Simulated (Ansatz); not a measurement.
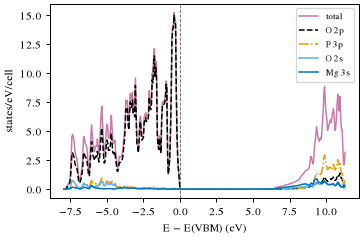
Figure: Total and projected density of states of Mg$_{2}$P$_{2}$O$_{7}$ in space group C2/m (No. 12; Pearson symbol mS22), DFT-r²SCAN in the program Ansatz with PAW potentials

Task: Which orbitals carry the states next to the gap?

Result: Top 1 eV of the valence band: O 2p 98 %. Bottom 1 eV of the conduction band: Mg 3s 50 %, O 2s 25 %, P 3s 12 %, outside the projected shells 7 %. Projections are on Löwdin-orthogonalised atomic valence shells; empty p or d shells of many metals are not among them.

Task: Where is the tallest occupied peak in this window, and what makes it?

Result: Near -0.4 eV, about 15 states/eV per cell; the largest projected share is O 2p.

The workflow started from a Materials Project entry (that database holds measured and hypothetical structures alike); the Crystallography Open Database files this formula in space group No. 12, but the cells were not matched. Its standing as an ambient phase is unchecked. Symmetry was held in the r²SCAN relaxation; its stability against distortions is not shown here.

Potentials: the later of the program's two PAW sets.
